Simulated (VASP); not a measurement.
Energy against volume of PbS (rock salt). All values below come from PBEsol GGA, VASP's PBE PAW potentials (set 64) (plane waves; VASP).

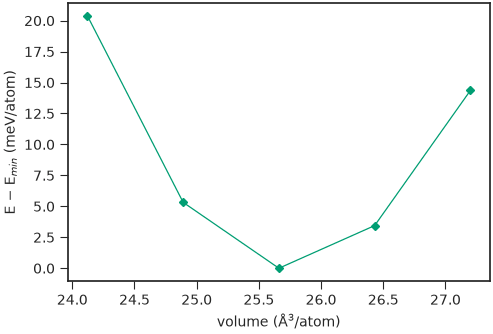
Fig. 1. Energy against volume

### Question
Estimate the equilibrium volume and the bulk modulus.

### Answer
The minimum lies near 25.7 Å³/atom, and the curvature gives B0 of about 59 GPa.

Measured: a 5.914 Å at 120 K (computed value off by -0.2 %), as given by Noda, Masumoto, Ohba, Saito, Toriumi, Iwata, Shibuya, Acta Cryst. C 43, 1443 (1987), by a structure database's card. The calculation is for a static lattice, while the measured a holds thermal and zero-point effects, which are part of the difference.

The compound is PbS in the rock salt structure. It was relaxed first.
